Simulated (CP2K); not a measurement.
# C2H6GeS (SMILES C[C](=S)[GeH3]) at GFN1-xTB

What is the energy difference between two shapes of C2H6GeS at GFN1-xTB? 

The results are computed with CP2K 2026.2.

2 further runs of the same task are left out: 2 set aside as unsound or not needed.

## Step 1: The system as given

C2H6GeS: 10 atoms, total charge 0, spin state singlet. SMILES: `C[C](=S)[GeH3]`. The shape comes from GFN2-xTB, which is rough for such elements, and wasn't checked as a minimum.

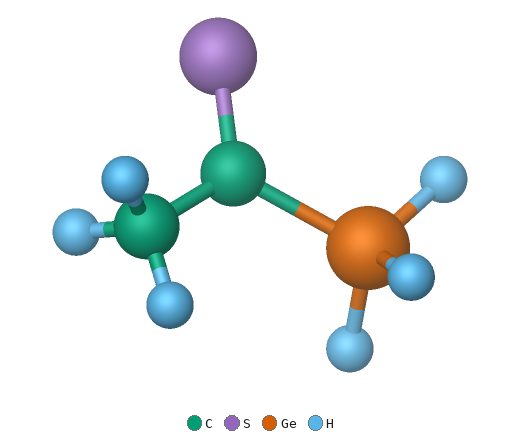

The structure, seen from a chosen angle (carbon teal, sulfur purple, germanium orange, hydrogen blue).

## Step 2: Energy and forces at GFN1-xTB

gas.inp reads:

```
&FORCE_EVAL
   METHOD QS
   &DFT
      &QS
         METHOD XTB
         EPS_DEFAULT 1.0E-10
         &XTB
            GFN_TYPE 1
            CHECK_ATOMIC_CHARGES F
         &END XTB
      &END QS
      &POISSON
         PERIODIC NONE
         POISSON_SOLVER ANALYTIC
      &END POISSON
      &SCF
         SCF_GUESS ATOMIC
         EPS_SCF 1.0E-07
         MAX_SCF 80
         ADDED_MOS 8
         &DIAGONALIZATION
            ALGORITHM STANDARD
         &END DIAGONALIZATION
         &MIXING
            METHOD BROYDEN_MIXING
            ALPHA 0.3
            NBUFFER 8
         &END MIXING
      &END SCF
      &PRINT
         &MOMENTS
            PERIODIC F
            REFERENCE COM
            MAX_MOMENT 1
         &END MOMENTS
         &MO ON
            ENERGIES T
            OCCUPATION_NUMBERS T
            NDIGITS 6
            &EACH
               QS_SCF 0
            &END EACH
            ADD_LAST NUMERIC
         &END MO
         &HIRSHFELD OFF
         &END HIRSHFELD
      &END PRINT
   &END DFT
   &SUBSYS
      &CELL
         ABC 11.3 12.2 12
         PERIODIC NONE
      &END CELL
      &COORD
         C     -0.324170     1.229970    -0.746340
         C     -0.384020    -0.241230    -0.536320
         S     -1.193140    -1.208810    -1.560780
         Ge     0.532490    -1.018430     1.019490
         H      0.233620     1.718330     0.053380
         H     -1.331150     1.646270    -0.790890
         H      0.152270     1.451180    -1.702440
         H      0.377610    -2.496860     1.004930
         H     -0.043220    -0.441470     2.273990
         H      1.979720    -0.638940     0.984990
      &END COORD
      &TOPOLOGY
         &CENTER_COORDINATES
         &END CENTER_COORDINATES
      &END TOPOLOGY
   &END SUBSYS
   &PRINT
      &FORCES ON
      &END FORCES
   &END PRINT
&END FORCE_EVAL
&GLOBAL
   PROJECT gas
   RUN_TYPE ENERGY_FORCE
   PRINT_LEVEL MEDIUM
&END GLOBAL
```

Run with:

```
OMP_NUM_THREADS=1 cp2k.psmp -i gas.inp > gas.out 2>&1
```

The program printed:

```text
CP2K| version string:                                       CP2K version 2026.2
[...]
 GLOBAL| Method name                                                        CP2K
[...]
 GLOBAL| Run type                                                   ENERGY_FORCE
[...]
                             - Atoms:                                         10
[...]
                             - Spherical basis functions:                     38
[...]
 Number of electrons:                                                         24
[...]
     1 NoMix/Diag. 0.30E+00    0.0     1.81069356       -12.5623729252 -1.26E+01
[...]
    69 Broy./Diag. 0.30E+00    0.0     0.00000006       -12.7790315370  4.95E-08
  *** SCF run converged in    69 steps ***
[...]
 TB_DIPOLE| Moment [Debye]          0.19716494       1.48083126      -0.01848458
 TB_DIPOLE| Derivative [a.u.]       0.00000000       0.00000000       0.00000000
[...]
 ENERGY| Total FORCE_EVAL ( QS ) energy [hartree]            -12.779031527427431
 FORCES| Atomic forces [hartree/bohr]
 FORCES|   Atom     x               y               z               |f|
 FORCES|      1 -9.41393478E-04  2.16748817E-03 -2.03618881E-03   3.11934152E-03
 FORCES|      2  3.69518973E-03 -3.72456088E-03  6.58946072E-03   8.42305013E-03
 FORCES|      3 -9.24397838E-04 -3.68976491E-03 -6.81776609E-04   3.86441403E-03
 FORCES|      4 -2.93361513E-03  1.69368693E-03 -5.16191283E-03   6.17414101E-03
 FORCES|      5  8.42348449E-04  1.79576482E-03  1.06478731E-03   2.25124282E-03
 FORCES|      6 -1.66221588E-05  6.48115746E-04  6.70607471E-04   9.32761865E-04
 FORCES|      7  7.98372592E-04  5.34322789E-04  3.02479303E-04   1.00717097E-03
 FORCES|      8 -2.41002824E-04  1.38199230E-03 -4.43757354E-04   1.47136184E-03
 FORCES|      9  1.34099599E-03 -5.36344477E-04 -1.11504626E-03   1.82462703E-03
 FORCES|     10 -1.61987533E-03 -2.70700495E-04  8.11347056E-04   1.83181847E-03
 FORCES| Sum     2.10985743E-16 -2.93927209E-16  2.18575158E-16
 FORCES| Total atomic force                                       4.22709460E-16
[...]
```

Wall time 1.3 s (1 thread of Intel Xeon Platinum 8488C (Sapphire Rapids), shared host); peak memory 0.19 GiB.

## Step 3: The distorted shape

molecule.inp reads:

```
&GLOBAL
    PROJECT_NAME molecule
    RUN_TYPE ENERGY_FORCE
    PRINT_LEVEL MEDIUM
&END GLOBAL

&FORCE_EVAL
    METHOD QS
    &DFT
        CHARGE 0
        MULTIPLICITY 1
        ! Quickstep
        &QS
            METHOD XTB
            EPS_DEFAULT 1.0E-10
            &XTB
                GFN_TYPE 1
                CHECK_ATOMIC_CHARGES F
            &END XTB
        &END QS
        &POISSON
            PERIODIC NONE
            POISSON_SOLVER ANALYTIC
        &END POISSON
        &SCF
            SCF_GUESS ATOMIC
            EPS_SCF 1.0E-07
            MAX_SCF 80
            ADDED_MOS 8
            &DIAGONALIZATION
                ALGORITHM STANDARD
            &END DIAGONALIZATION
            &MIXING
                METHOD BROYDEN_MIXING
                ALPHA 0.3
                NBUFFER 8
            &END MIXING
        &END SCF
        ! extra output
        &PRINT
            &MOMENTS
                PERIODIC F
                REFERENCE COM
                MAX_MOMENT 1
            &END MOMENTS
            &MO ON
                ENERGIES T
                OCCUPATION_NUMBERS T
                NDIGITS 6
                &EACH
                    QS_SCF 0
                &END EACH
                ADD_LAST NUMERIC
            &END MO
            &HIRSHFELD OFF
            &END HIRSHFELD
        &END PRINT
    &END DFT
    ! structure
    &SUBSYS
        ! box in angstrom
        &CELL
            ABC [angstrom] 11.3 12.2 12
            PERIODIC NONE
        &END CELL
        &COORD
            C     -0.374683     1.128773    -0.693313
            C     -0.425049    -0.182189    -0.664434
            S     -1.217150    -1.119904    -1.513627
            Ge     0.502243    -1.075767     0.968972
            H      0.172658     1.718383     0.062725
            H     -1.356481     1.645586    -0.809126
            H      0.195706     1.449128    -1.693974
            H      0.355826    -2.493011     1.082677
            H     -0.005714    -0.366663     2.277902
            H      1.929014    -0.667286     1.013945
        &END COORD
        &TOPOLOGY
            &CENTER_COORDINATES
            &END CENTER_COORDINATES
        &END TOPOLOGY
    &END SUBSYS
    &PRINT
        &FORCES ON
        &END FORCES
    &END PRINT
&END FORCE_EVAL
```

Run with:

```
OMP_NUM_THREADS=1 cp2k.psmp -i molecule.inp > molecule.out 2>&1
```

The program printed:

```text
CP2K| version string:                                       CP2K version 2026.2
[...]
 GLOBAL| Method name                                                        CP2K
[...]
 GLOBAL| Run type                                                   ENERGY_FORCE
[...]
                             - Atoms:                                         10
[...]
                             - Spherical basis functions:                     38
[...]
 Number of electrons:                                                         24
[...]
     1 NoMix/Diag. 0.30E+00    0.0     1.78512127       -12.5388003846 -1.25E+01
[...]
    68 Broy./Diag. 0.30E+00    0.0     0.00000008       -12.7216474183 -6.88E-08
  *** SCF run converged in    68 steps ***
[...]
 TB_DIPOLE| Moment [Debye]          0.12658899       1.54934671      -0.43387861
 TB_DIPOLE| Derivative [a.u.]       0.00000000       0.00000000       0.00000000
[...]
 ENERGY| Total FORCE_EVAL ( QS ) energy [hartree]            -12.721647407614075
 FORCES| Atomic forces [hartree/bohr]
 FORCES|   Atom     x               y               z               |f|
 FORCES|      1  2.18304737E-02  1.83548721E-01 -5.30893890E-02   1.92315329E-01
 FORCES|      2  8.36407231E-02 -6.86111663E-02  1.32592509E-01   1.71125790E-01
 FORCES|      3 -8.92471764E-02 -1.02002772E-01 -1.01901850E-01   1.69568898E-01
 FORCES|      4 -7.85509896E-03  4.54923323E-02  3.91072987E-03   4.63308610E-02
 FORCES|      5 -1.05747501E-03 -1.10836311E-02  4.57544017E-03   1.20374326E-02
 FORCES|      6  6.65883973E-03 -6.80569500E-03  2.34511357E-04   9.52431764E-03
 FORCES|      7 -1.95974702E-02 -8.00112672E-03  3.09876495E-02   3.75275004E-02
 FORCES|      8 -4.20333249E-03 -2.19744666E-02 -1.41528154E-03   2.24175870E-02
 FORCES|      9  3.76366020E-03 -9.63636719E-03 -1.53944258E-02   1.85475889E-02
 FORCES|     10  6.06685633E-03 -9.25828530E-04 -4.99893611E-04   6.15741812E-03
 FORCES| Sum    -3.26995375E-16  2.00685822E-16  2.03830008E-17
 FORCES| Total atomic force                                       3.84208591E-16
[...]
```

Run time: 1.3 s. Hardware: 1 thread of Intel Xeon Platinum 8488C (Sapphire Rapids), shared host; peak memory 0.2 GiB.

## Step 4: Results

At GFN1-xTB:

| quantity | value |
| --- | --- |
| first shape: total energy | -12.77903 Eh |
| first shape: dipole moment (from atomic charges alone) | 1.49 D |
| first shape: HOMO energy | -10.85 eV |
| first shape: LUMO energy | -8.80 eV |
| first shape: HOMO–LUMO gap | 2.05 eV |
| first shape: dispersion energy | -9.57 kJ/mol |
| first shape: largest force on an atom | 0.433 eV/Å |
| distorted shape: total energy | -12.72165 Eh |
| distorted shape: dipole moment (from atomic charges alone) | 1.61 D |
| distorted shape: HOMO energy | -10.41 eV |
| distorted shape: LUMO energy | -8.14 eV |
| distorted shape: HOMO–LUMO gap | 2.27 eV |
| distorted shape: dispersion energy | -9.59 kJ/mol |
| distorted shape: largest force on an atom | 9.889 eV/Å |
| energy change with the atoms displaced | 1.562 eV |

With the atoms displaced the energy rises by 1.56 eV (36 kcal/mol). The first shape isn't relaxed at this level, so the change isn't measured from a minimum. The largest force (first shape) is 0.43 eV/Å: the shape isn't a stationary point for this species at this level. The dipole (first shape) comes from point charges on the atoms alone, without atomic dipoles, so it is partial. The dipole (distorted shape) comes from point charges on the atoms alone, without atomic dipoles, so it is partial.
